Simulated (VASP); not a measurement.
# A VASP study of Gallium (PBEsol): structure first, properties next, part 3 of 5

Wanted: the relaxed cell of Gallium and its properties. The start is a cell from a database of measured crystal structures.

VASP 6.6.1; PBEsol; plane waves and PAW (Ga_d).

Still holding for the runs below: The k-mesh is coarse for a metal.

So far. Step 3 (Second relaxation): It ends with a largest force of 0.007 eV/Å and a pressure of 0.00 GPa. Step 4 (Density, ELF and potential (PBEsol)): In this run the pressure is -0.02 GPa, small enough to go on. The relaxed cell has a, b, c = 4.497, 7.512, 4.479 Å (conventional setting).

**5. Band structure (PBEsol)**

The mesh alone shows little of the dispersion and can miss band extrema, so KPOINTS_OPT adds a path through the symmetry points after the self-consistent cycle.

INCAR reads:

```
SYSTEM = Ga
PREC = Accurate
ENCUT = 400
EDIFF = 1E-06
NELM = 100
ISMEAR = 1
SIGMA = 0.2
LREAL = .FALSE.
ALGO = Normal
GGA = PS
NBANDS = 40
LORBIT = 11
LWAVE = .FALSE.
LCHARG = .FALSE.
KPAR = 4
```

POSCAR reads:

```
Ga
1.0
    2.2483898121     -3.7560758114      0.0000000000
    2.2483898121      3.7560758114      0.0000000000
    0.0000000000      0.0000000000      4.4791184990
Ga
4
Direct
    0.8435631203      0.1564368797      0.0867302800
    0.6564368797      0.3435631203      0.5867302800
    0.1564368797      0.8435631203      0.9132697200
    0.3435631203      0.6564368797      0.4132697200
```

KPOINTS reads:

```
Automatic mesh
0
Gamma
5 5 5
0 0 0
```

KPOINTS_OPT reads:

```
Line mode
16
Line-mode
Reciprocal
  0.00000000   0.00000000   0.00000000 GAMMA
  0.33958072   0.33958072   0.00000000 X

  0.33958072   0.33958072   0.00000000 X
  0.00000000   0.50000000   0.00000000 S

  0.00000000   0.50000000   0.00000000 S
  0.00000000   0.50000000   0.50000000 R

  0.00000000   0.50000000   0.50000000 R
  0.33958072   0.33958072   0.50000000 A

  0.33958072   0.33958072   0.50000000 A
  0.00000000   0.00000000   0.50000000 Z

  0.00000000   0.00000000   0.50000000 Z
  0.00000000   0.00000000   0.00000000 GAMMA

  0.00000000   0.00000000   0.00000000 GAMMA
 -0.50000000   0.50000000   0.00000000 Y

 -0.50000000   0.50000000   0.00000000 Y
 -0.33958072   0.66041928   0.00000000 X1

 -0.33958072   0.66041928   0.00000000 X1
 -0.33958072   0.66041928   0.50000000 A1

 -0.33958072   0.66041928   0.50000000 A1
 -0.50000000   0.50000000   0.50000000 T

 -0.50000000   0.50000000   0.50000000 T
 -0.50000000   0.50000000   0.00000000 Y

  0.00000000   0.00000000   0.50000000 Z
 -0.50000000   0.50000000   0.50000000 T
```

The projector-augmented-wave data sets are Ga_d (PBE family, release 64).

The run is started by

```bash
mpirun -np 4 vasp_std
```

Log:

```text
[... set-up lines as in an earlier step ...]
 entering main loop
       N       E                     dE             d eps       ncg     rms          rms(c)
DAV:   1     0.371522672243E+03    0.37152E+03   -0.20236E+04  2360   0.213E+03
DAV:   2     0.379037277983E+02   -0.33362E+03   -0.31723E+03  2168   0.492E+02
DAV:   3    -0.120598956994E+02   -0.49964E+02   -0.49416E+02  2520   0.135E+02
DAV:   4    -0.136136978123E+02   -0.15538E+01   -0.15523E+01  2448   0.278E+01
DAV:   5    -0.136457507776E+02   -0.32053E-01   -0.32051E-01  2824   0.404E+00    0.278E+00
DAV:   6    -0.134782723293E+02    0.16748E+00   -0.28845E-01  2944   0.684E+00    0.143E+00
DAV:   7    -0.134426983484E+02    0.35574E-01   -0.65413E-02  3320   0.248E+00    0.369E-01
DAV:   8    -0.134390136278E+02    0.36847E-02   -0.13247E-02  2416   0.109E+00    0.431E-02
DAV:   9    -0.134391146719E+02   -0.10104E-03   -0.10245E-03  2520   0.290E-01    0.252E-02
DAV:  10    -0.134391142718E+02    0.40013E-06   -0.18688E-04  2536   0.142E-01    0.463E-03
DAV:  11    -0.134391144418E+02   -0.17008E-06   -0.30771E-05  2576   0.601E-02    0.457E-03
DAV:  12    -0.134391138261E+02    0.61570E-06   -0.58591E-06  2440   0.245E-02
   1 F= -.13439114E+02 E0= -.13437673E+02  d E =-.432104E-02
 Start KPOINTS_OPT (optional k-point list driver)
k-point batch [1-27\192]
       N       E                     dE             ncg
DAV:   1     0.695593217968E+02   -0.25471E+05     2464
DAV:   2    -0.881734516796E+04   -0.88869E+04     2192
DAV:   3    -0.101430974171E+05   -0.13258E+04     2488
DAV:   4    -0.101854647355E+05   -0.42367E+02     2472
DAV:   5    -0.101863333663E+05   -0.86863E+00     2704
DAV:   6    -0.101863671457E+05   -0.33779E-01     2904
DAV:   7    -0.101863677321E+05   -0.58644E-03     2784
DAV:   8    -0.101863677393E+05   -0.71628E-05     2056
DAV:   9    -0.101863677398E+05   -0.50678E-06     1560
[...]
k-point batch [190-192\192]
       N       E                     dE             ncg
DAV:   1     0.288412866144E+05   -0.46042E+04      264
DAV:   2     0.278564306137E+05   -0.98486E+03      248
DAV:   3     0.277146639410E+05   -0.14177E+03      256
DAV:   4     0.277100238285E+05   -0.46401E+01      320
DAV:   5     0.277099470872E+05   -0.76741E-01      256
DAV:   6     0.277099432827E+05   -0.38045E-02      360
DAV:   7     0.277099431669E+05   -0.11579E-03      280
DAV:   8     0.277099431657E+05   -0.12370E-05      328
DAV:   9     0.277099431656E+05   -0.25640E-07      168
```

Wall time 31 s (4 MPI ranks of Intel Xeon 6975P-C (Granite Rapids), shared host); peak memory 0.83 GiB; 2 min of CPU time.

Parts of OUTCAR (step 5):

```text
   k-points           NKPTS =     27   k-points in BZ     NKDIM =     27   number of bands    NBANDS=     40

   NELECT =      52.0000    total number of electrons

 E-fermi :   5.1426

 k-point     1 :       0.0000    0.0000    0.0000
  band No.  band energies     occupation
    ...
     22       0.9370      2.00000
     23       1.3683      2.00000
     24       3.3332      2.00000
     25       3.4041      2.00000
     26       4.5450      2.00020
     27       6.0151     -0.00000
     28       6.1981     -0.00000
     29       6.3566     -0.00000
     30      10.3762      0.00000
     31      10.6969      0.00000
    ...

  Total        0.0037266      0.0104096     -0.0216931      0.0000000      0.0000000      0.0000000
  in kB        0.0789216      0.2204523     -0.4594132      0.0000000      0.0000000      0.0000000
  external PRESSURE =      -0.0533464 kB  Pullay stress =       0.0000000 kB

 POSITION                                       TOTAL-FORCE (eV/Angst)
 -----------------------------------------------------------------------------------
      2.24839     -2.58090      0.38848         0.000000      0.004805     -0.005197
      2.24839     -1.17518      2.62803         0.000000     -0.004805     -0.005197
      2.24839      2.58090      4.09064         0.000000     -0.004805      0.005197
      2.24839      1.17518      1.85108         0.000000      0.004805      0.005197
 -----------------------------------------------------------------------------------
    total drift:                               -0.000000      0.000000     -0.000000

  FREE ENERGIE OF THE ION-ELECTRON SYSTEM (eV)
  ---------------------------------------------------
  free  energy   TOTEN  =       -13.4391138261 eV

  energy  without entropy=      -13.4347927846  energy(sigma->0) =      -13.43767348

[... 9 parts as in an earlier step ...]

[... 7 further parts left out ...]
```

Spin-orbit coupling is off here; it would split degenerate levels.

Numbers from this step:

```yaml
bands: 40
pressure: -0.005335 GPa
```

Electronic bands along the path, in eV, zero at the Fermi level; # counts the bands kept, so #1 is VASP's band 21:

```csv
point,#3,#4,#5,#6,#7,#8,#9,#10
Γ,-3.77,-1.81,-1.74,-0.60,0.87,1.06,1.21,5.23
X,-6.60,-1.11,-1.06,-0.14,0.01,1.08,2.06,2.75
S,-3.38,-3.38,-1.42,-1.42,0.80,0.80,4.33,4.33
R,-6.37,-6.37,-1.50,-1.50,0.64,0.64,7.31,7.31
A,-6.09,-6.09,-3.71,-3.71,4.02,4.02,5.36,5.36
Z,-0.07,-0.07,-0.05,-0.05,0.16,0.16,2.24,2.24
Γ,-3.77,-1.81,-1.74,-0.60,0.87,1.06,1.21,5.23
Y,-4.17,-3.44,-1.65,-1.53,1.12,1.27,3.42,3.89
X1,-6.60,-1.11,-1.06,-0.14,0.01,1.08,2.06,2.75
A1,-6.09,-6.09,-3.71,-3.71,4.02,4.02,5.36,5.36
T,-5.38,-5.38,-1.37,-1.37,-1.04,-1.04,6.96,6.96
Y,-4.17,-3.44,-1.65,-1.53,1.12,1.27,3.42,3.89
jump to Z,-0.07,-0.07,-0.05,-0.05,0.16,0.16,2.24,2.24
T,-5.38,-5.38,-1.37,-1.37,-1.04,-1.04,6.96,6.96
```

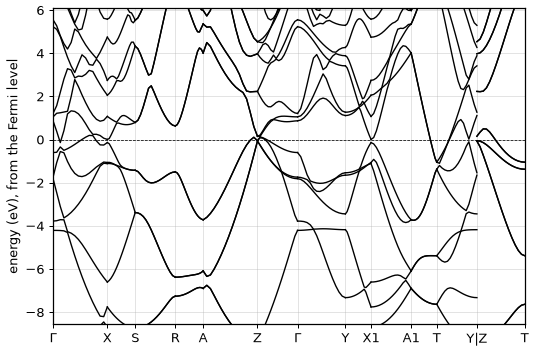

Electronic bands along the path.

There is no gap at this level.

**6. Density of states (PBEsol)**

A density of states needs more k-points than a total energy; ISMEAR = -5 takes tetrahedra, and LORBIT projects the states on the PAW spheres. The mesh is finer than in the run before.

INCAR, as its differences from that of step 5:

```diff
@@ -5,3 +5,3 @@
 NELM = 100
-ISMEAR = 1
+ISMEAR = -5
 SIGMA = 0.2
@@ -15 +15,2 @@
 KPAR = 4
+NEDOS = 2001
```

POSCAR is that of step 5.

KPOINTS reads:

```
Automatic mesh
0
Gamma
7 7 7
0 0 0
```

The run is started by

```bash
mpirun -np 4 vasp_std
```

Log:

```text
[... set-up lines as in an earlier step ...]
 entering main loop
       N       E                     dE             d eps       ncg     rms          rms(c)
DAV:   1     0.364210488358E+03    0.36421E+03   -0.20397E+04  5736   0.214E+03
DAV:   2     0.372319470908E+02   -0.32698E+03   -0.31124E+03  5160   0.481E+02
DAV:   3    -0.120004811097E+02   -0.49232E+02   -0.48720E+02  5840   0.134E+02
DAV:   4    -0.135632899922E+02   -0.15628E+01   -0.15608E+01  5936   0.278E+01
DAV:   5    -0.135943993874E+02   -0.31109E-01   -0.31149E-01  6344   0.402E+00    0.280E+00
DAV:   6    -0.134260981096E+02    0.16830E+00   -0.28780E-01  6984   0.683E+00    0.144E+00
DAV:   7    -0.133902482423E+02    0.35850E-01   -0.66230E-02  7960   0.248E+00    0.369E-01
DAV:   8    -0.133867668229E+02    0.34814E-02   -0.13785E-02  5808   0.111E+00    0.452E-02
DAV:   9    -0.133868481536E+02   -0.81331E-04   -0.10626E-03  5920   0.299E-01    0.262E-02
DAV:  10    -0.133868259753E+02    0.22178E-04   -0.20039E-04  6056   0.145E-01    0.493E-03
DAV:  11    -0.133868325646E+02   -0.65894E-05   -0.33673E-05  6136   0.622E-02    0.526E-03
DAV:  12    -0.133868305461E+02    0.20185E-05   -0.86177E-06  6040   0.319E-02    0.355E-04
DAV:  13    -0.133868301828E+02    0.36329E-06   -0.76582E-07  3936   0.585E-03
   1 F= -.13386830E+02 E0= -.13386830E+02  d E =0.000000E+00
 -----------------------------------------------------------------------------
|                                                                             |
|           W    W    AA    RRRRR   N    N  II  N    N   GGGG   !!!           |
|           W    W   A  A   R    R  NN   N  II  NN   N  G    G  !!!           |
|           W    W  A    A  R    R  N N  N  II  N N  N  G       !!!           |
|           W WW W  AAAAAA  RRRRR   N  N N  II  N  N N  G  GGG   !            |
|           WW  WW  A    A  R   R   N   NN  II  N   NN  G    G                |
|           W    W  A    A  R    R  N    N  II  N    N   GGGG   !!!           |
|                                                                             |
|     Tetrahedron method does not include variations of the Fermi             |
|     occupations, so forces and stress will be inaccurate. We suggest        |
|     using a different smearing scheme ISMEAR = 1 or 2 for metals in         |
|     relaxations.                                                            |
|                                                                             |
 -----------------------------------------------------------------------------
```

It took 14 s on 4 MPI ranks; peak memory 0.86 GiB; 55 s of CPU time.

From OUTCAR (step 6):

```text
   k-points           NKPTS =     64   k-points in BZ     NKDIM =     64   number of bands    NBANDS=     40

   NELECT =      52.0000    total number of electrons

 E-fermi :   5.1045

 k-point     1 :       0.0000    0.0000    0.0000
  band No.  band energies     occupation
    ...
     22       0.9500      2.00000
     23       1.3656      2.00000
     24       3.3329      2.00000
     25       3.4002      2.00000
     26       4.5535      2.00000
     27       6.0184      0.00000
     28       6.2040      0.00000
     29       6.3644      0.00000
     30      10.3694      0.00000
     31      10.6984      0.00000
    ...

  Total       -0.8240908      0.4574705      0.4855454      0.0000000      0.0000000      0.0000000
  in kB      -17.4524805      9.6882457     10.2828136      0.0000000      0.0000000      0.0000000
  external PRESSURE =       0.8395263 kB  Pullay stress =       0.0000000 kB

 POSITION                                       TOTAL-FORCE (eV/Angst)
 -----------------------------------------------------------------------------------
      2.24839     -2.58090      0.38848         0.000000     -0.065510     -0.018407
      2.24839     -1.17518      2.62803         0.000000      0.065510     -0.018407
      2.24839      2.58090      4.09064         0.000000      0.065510      0.018407
      2.24839      1.17518      1.85108         0.000000     -0.065510      0.018407
 -----------------------------------------------------------------------------------
    total drift:                               -0.000000      0.000000     -0.000000

  FREE ENERGIE OF THE ION-ELECTRON SYSTEM (eV)
  ---------------------------------------------------
  free  energy   TOTEN  =       -13.3868301828 eV

  energy  without entropy=      -13.3868301828  energy(sigma->0) =      -13.38683018

[... 7 parts as in an earlier step ...]

[... 9 further parts left out ...]
```

With tetrahedra the forces and stress of a metal are not exact derivatives of the energy.

This step gave:

```
SCF cycles             : 13
irreducible k-points   : 64
free energy (TOTEN)    : -13.39 eV
Fermi energy           : 5.104 eV
pressure               : 0.08395 GPa
DOS at the Fermi level : 0.3862 states/eV/cell
```

The density of states has structure finer than the step of the table below, so its rows give means over 1 eV, whole bins alone (the curve runs from -12.0 to 4.69 eV). Peaks (eV: height): total -1.5: 2.43, 1.2: 2.37, 3.1: 2.17, 4.0: 2.09; Ga p -1.5: 1.04, 1.2: 0.726, 3.1: 0.769, 4.0: 0.779; Ga s -7.2: 0.678, -6.8: 0.621, -5.3: 0.589, 1.2: 0.516; Ga d -1.5: 0.085, 1.2: 0.176, 3.1: 0.190, 4.0: 0.21.

States under -12.0 eV and over 4.7 eV are left out. The density of states by energy, zero at the Fermi level; means over each step; values in states/eV/cell:

```csv
energy (eV),total,Ga p,Ga s,Ga d
-11,0.182,0.00338,0.0978,6.7e-4
-10,0.610,0.0266,0.315,0.00601
-9,0.843,0.0585,0.422,0.0136
-8,0.825,0.0780,0.400,0.0177
-7,1.09,0.120,0.519,0.0274
-6,0.929,0.138,0.410,0.0240
-5,1.27,0.228,0.527,0.0363
-4,0.951,0.210,0.351,0.0308
-3,1.33,0.408,0.321,0.0417
-2,1.71,0.679,0.203,0.0562
-1,1.73,0.763,0.146,0.0673
0,0.734,0.319,0.0690,0.0391
1,1.72,0.563,0.345,0.124
2,1.69,0.551,0.309,0.136
3,1.80,0.633,0.282,0.156
4,1.80,0.676,0.213,0.178
```

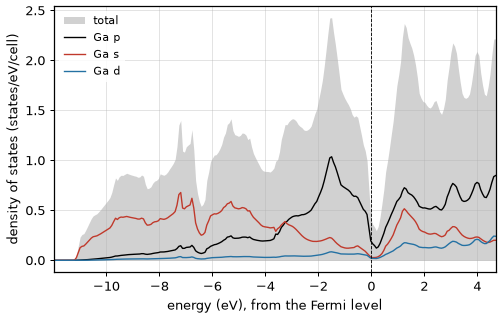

Density of states, plotted against energy.

Force by atom:

```csv
atom,x (eV/Å),y (eV/Å),z (eV/Å),size
Ga1,0.0000,-0.0655,-0.0184,0.0680
Ga2,0.0000,0.0655,-0.0184,0.0680
Ga3,0.0000,0.0655,0.0184,0.0680
Ga4,0.0000,-0.0655,0.0184,0.0680
```

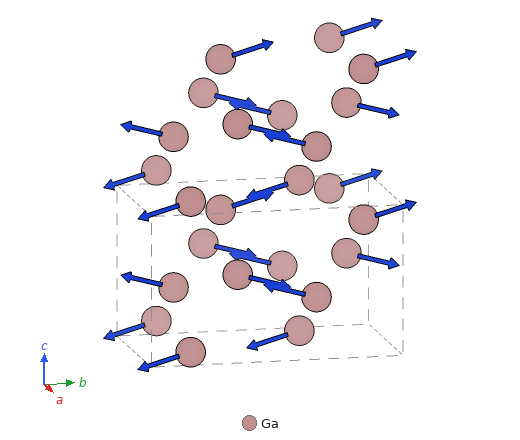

Force as arrows, the longest 0.0680 eV/Å. 1×1×2 conventional cells are drawn. Some periodic images of atoms are drawn too.

The finer mesh and the other smearing move the Fermi level by -0.04 eV from the 5×5×5 run, a small shift, which tests the Fermi level alone. Of the states within 0.3 eV of the Fermi level, the largest shares in the PAW spheres are Ga p 45 %, Ga s 8 % and Ga d 5 %. The rest lies in smaller channels or between the spheres.

[end of part 3 of 5]

[Lines on the potential files, build, host, timing and source positions are cut from VASP's logs without a mark.]

[Logs are printed without paths, hosts, clocks, repeated set-up lines and the standing remarks that a program may print on its own settings, such as how far it seeks lower states.]

[Hosts, paths, dates, database ids (printed as entryN), source tags and the programs' standing remarks are cut or masked in the printed files.]

[A measured line is paired with the nearest computed mode of its activity, which favours agreement.]
